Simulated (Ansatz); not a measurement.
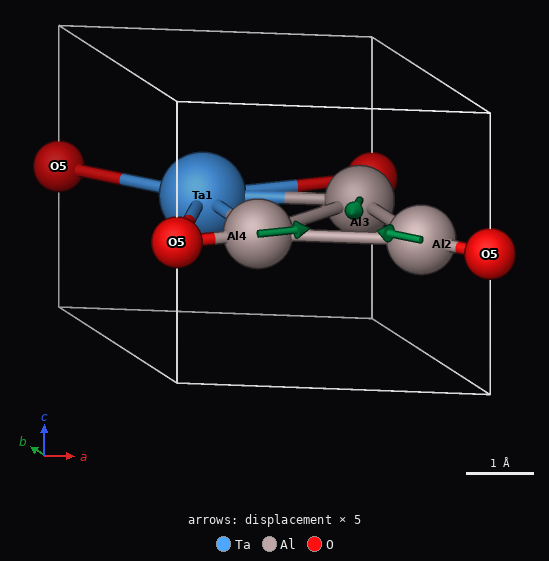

A relaxation of crystalline TaAl3O (a generated structure, set up in P-6m2) (coarse preliminary run). The starting structure is drawn; green arrows show the displacements (the part carried along by the change of the cell is left out), magnified 5 times.

The picture is a ball-and-stick view of the cell of the calculation, seen slightly off an axis.

All numbers below come from DFT PBE, scalar-relativistic, plane waves, PAW in Ansatz.

The input:
```yaml
crystal:
  lattice:
    - [4.76124266, 0.0, 0.0]
    - [-2.38062133, 4.1233571, 0.0]
    - [0.0, 0.0, 4.38849655]
  atoms:
    - { symbol: Ta, position: [0.33333333, 0.66666667, 0.5], spin: 1.0 }
    - { symbol: Al, position: [0.84037363, 0.15962637, 0.5] }
    - { symbol: Al, position: [0.84037363, 0.68074726, 0.5] }
    - { symbol: Al, position: [0.31925274, 0.15962637, 0.5] }
    - { symbol: O, position: [0.0, 0.0, 0.5] }
basis:
  ecutwfc: 420
kpoints:
  mp_grid: { grid: [6, 6, 4] }
hamiltonian:
  xc: pbe
scf:
  occupations: { method: gaussian, width: 0.1 }
  lower_state_search: "off"
output:
  forces: true
  stress: true
  eigenvalues: true
  populations: true
magnetization:
  spin_polarized: true
relax:
  adjacent_minimum: "off"
  f_tol: 0.04
  max_steps: 70
  cell: { stress_tol: 0.4 }
```

Run as
```bash
ansatz run input.yaml --threads 1 --pin off --max-ram 2560MiB --backend cpu --events-out ev --progress --plain --runs-dir out
```

Q: Which element moves most?

A: Aluminium: up to 0.17 Å, against 0.00 Å for oxygen.

Q: What did the optimiser do to the structure, and how much energy did it gain?

A: The largest moves relative to the cell, 0.17 Å, are those of Al2, Al3 and Al4. Al2 goes along [−1 1 0]. O and Ta stay in place. The drawn cell changes as follows: a = b 4.761 → 5.811 Å (+22.1 %), c 4.388 → 2.896 Å (−34.0 %); the volume changes by −1.7 %. Some distances before and after: Ta1–Ta1 4.388 → 2.896 Å, Al2–Al3 2.280 → 3.081 Å, Ta1–O5 2.749 → 3.355 Å, Ta1–Al2 2.381 → 2.907 Å. The space group stays P-6m2 (No. 187). After 11 accepted moves (14 points after the start) the energy has fallen by 4582 meV per atom. Largest force component: 33 eV/Å at the start, 0.0035 eV/Å at the end. The pressure goes from 113.86 to 0.09 GPa. The line search rejected the trial step at point 9 of the run. At 2 points the geometry stayed and the basis and grid were re-selected for the new cell (energy shift of 37.8 meV per atom at most each time). The program noted that the starting moments weren't kept. The run may lie on a higher electronic state than the lowest, so the end point isn't shown to be the ground-state structure. The run took 5.1 min on 1 thread of Arm Neoverse V1, on a shared host, peak memory 0.4 GiB.

Limits of the set-up: layers or molecules are held without a dispersion correction, so their spacing is unreliable.
